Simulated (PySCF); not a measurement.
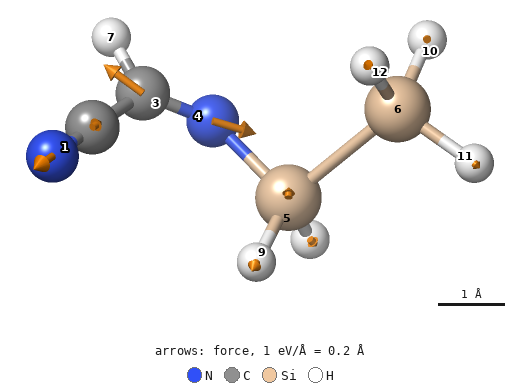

Starting geometry of C₂H₆N₂Si₂ with the computed forces as orange arrows. The picture is a ball-and-stick view, seen at a tilt.

The start comes from GFN2-xTB. Its atoms were then displaced at random by about 0.01 Å.

Level of theory: PBE0-D3(BJ)/def2-SVP geometry optimisation, gas phase in PySCF. 

> What follows when this structure is relaxed?

It isn't relaxed: the largest force vector, on a C atom, is 3.77 eV/Å. The final displacements have little in common with the starting forces (cosine between the two patterns 0.17). An N atom moves most after the best rigid fit: 0.25 Å. Largest moves by element: N 0.25 Å, H 0.18 Å, Si 0.11 Å, C 0.10 Å. Some distances before and after: H–Si 1.443 → 1.498 Å, C–N 1.215 → 1.264 Å, C–C 1.417 → 1.455 Å, H–Si 1.462 → 1.494 Å. Bond angles that change, for instance: N–Si–H 99.4° → 106.3°, C–N–Si 135.5° → 129.9°, Si–Si–H 115.2° → 111.3°. The energy falls by 7.01 kcal/mol in 8 geometry steps. Cost: 54 s on 1 thread of Arm Neoverse V1 (shared host).
